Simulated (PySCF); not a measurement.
Cu(PF3)F (CuF4P).

PySCF calculation, BLYP/def2-SVP, gas phase; geometry: GFN2-xTB. This is a single-reference result, which may miss multireference character in this system. No frequency check shows the geometry to be a minimum. GFN2-xTB bond lengths at metals and heavier atoms can be off by up to 0.1 Å and shapes distorted, which carries into these values.

Input

```python
import numpy as np
from pyscf import gto, scf, dft
from pyscf.scf import atom_ks, atom_hf
from scipy.linalg import block_diag

def solve(mol, dm0=None, hcore=None):
    mf = (dft.UKS if mol.spin else dft.RKS)(mol, xc='blyp')
    mf.grids.level = 3
    mf = mf.density_fit(auxbasis='def2-universal-jkfit')
    mf.conv_tol, mf.max_cycle = 1e-8, 80
    if hcore is not None:
        mf.get_hcore = lambda *args: hcore
    mf.kernel(dm0)
    if not mf.converged:
        mf = mf.newton().run(mf.mo_coeff, mf.mo_occ, max_cycle=30)
    assert mf.converged, 'SCF not converged'
    return mf

mol = gto.M(atom='''
Cu     1.22308     0.00645    -0.00004
P     -0.93737     0.00166     0.00019
F     -1.77245     1.04769     0.83945
F     -1.77192    -1.25589     0.49037
F     -1.77225     0.19822    -1.33004
F      2.93789    -0.01357     0.00003
''', basis='def2-svp', charge=0, spin=0, verbose=4)
mf = solve(mol)
mf.analyze()
# spherically averaged free atoms, for the promolecule
atm = atom_ks.get_atm_nrks(mol, xc='blyp')
pro = block_diag(*[(atm[a[0]][2] * atm[a[0]][3]) @ atm[a[0]][2].T for a in mol._atom])
np.savez('result.npz', e=mf.e_tot, c=mf.mo_coeff, occ=mf.mo_occ, eps=mf.mo_energy, pro=pro, dip=mf.dip_moment(verbose=0), s2=mf.spin_square()[0])
```

Command:

```sh
OMP_NUM_THREADS=1 python input.py
```

The run took 20 s on 1 thread of Arm Neoverse V2, with other jobs on the host, peak memory 0.41 GiB.

Partitions, critical points and surface values were worked out afterwards from this run's density.

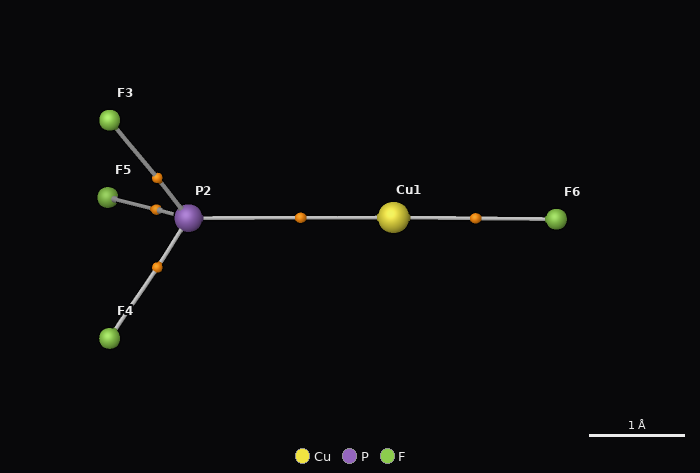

Molecular graph of the electron density (QTAIM): bond paths, bond critical points (orange), ring points (yellow, if any); weak paths are dashed.

Q: How many critical points of each kind are there, and does the count close?

A: 6 nuclei, 5 bond, 0 ring and 0 cage critical points: 6 − 5 + 0 − 0 = 1, as the Poincaré–Hopf relation requires.

Q: What does the calculation give at each kind of bond critical point?

A:
```json
{"bond": "P2–F3 (2 alike)", "length (Å)": "1.580", "ρ (a.u.)": "0.156", "∇²ρ (a.u.)": "+0.96", "ε": "0.03", "H (a.u.)": "−0.069"}
{"bond": "P2–F4", "length (Å)": "1.587", "ρ (a.u.)": "0.154", "∇²ρ (a.u.)": "+0.92", "ε": "0.03", "H (a.u.)": "−0.070"}
{"bond": "Cu1–F6", "length (Å)": "1.715", "ρ (a.u.)": "0.134", "∇²ρ (a.u.)": "+1.23", "ε": "0.00", "H (a.u.)": "+0.002"}
{"bond": "Cu1–P2", "length (Å)": "2.160", "ρ (a.u.)": "0.089", "∇²ρ (a.u.)": "+0.31", "ε": "0.00", "H (a.u.)": "−0.020"}
```

Q: What kind of interaction is P2–F4?

A: Polar or intermediate (positive Laplacian, negative energy density H): ρ = 0.154, ∇²ρ = +0.92, H = −0.070 a.u.
